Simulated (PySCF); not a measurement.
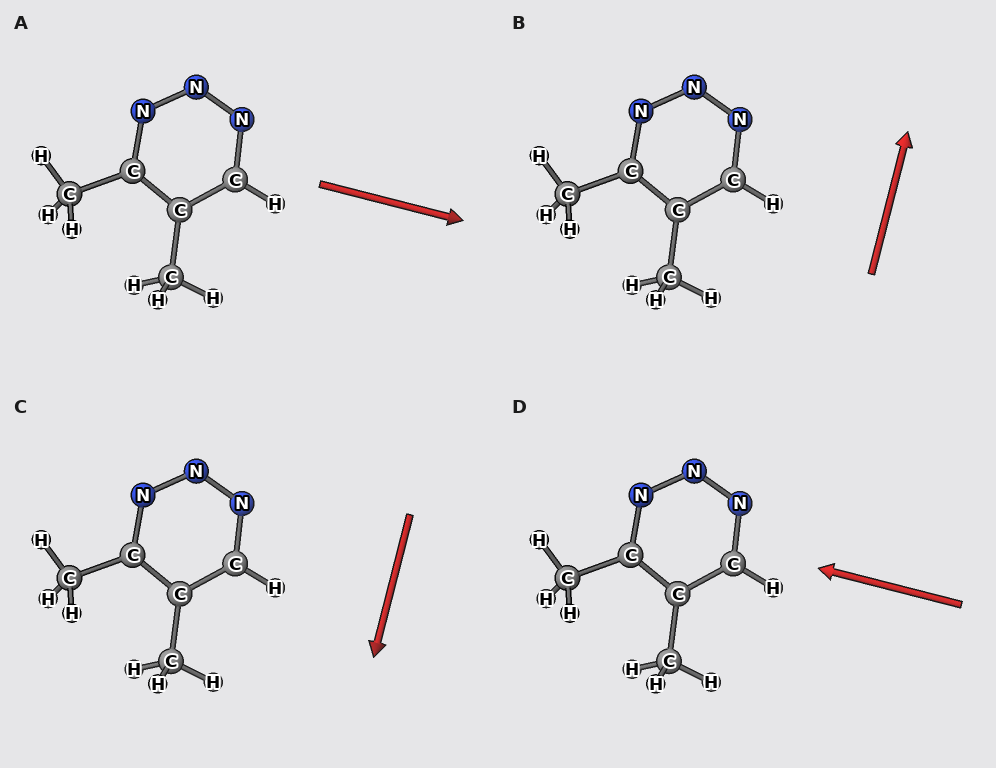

The same molecule four times, each with an arrow. The geometry was computed by an optimisation with GFN2-xTB. No frequency run is at hand to confirm it as a minimum. Method: PBE0/pcSseg-1, gas phase (PySCF 2.14.0).

> Which arrow points along the dipole moment, from the negative to the positive end?

C. The dipole moment is 5.95 D.
